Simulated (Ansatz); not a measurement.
Consider Mg$_{2}$Si (space group Fm-3m, No. 225; a = 6.3260 Å). Axes: x, y, z lie along the cube axes.

One thing is altered: a free-standing slab of 2 layers (6 atoms, 3 a layer) is cut normal to [111], with 15 Å of vacuum and the in-plane cell held at bulk.

All numbers come from plane-wave PAW DFT at the PBEsol level (Ansatz, an electronic-structure program, 420 eV), no SOC.

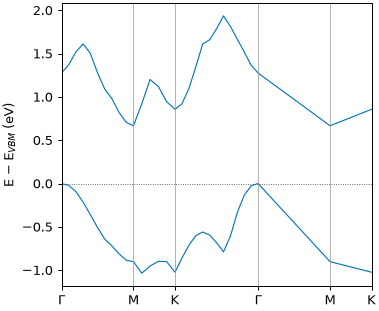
Fig. 1. Highest valence and lowest conduction band along the path of the changed cell's own zone

The gap is 0.67 eV, indirect, Γ → M; the base has 0.12 eV.

No phonon test of stability was made. A zero or small gap of Mg2Si can be the functional's error rather than a property of the material. Labels are those of the standard path for the cell's own space group.
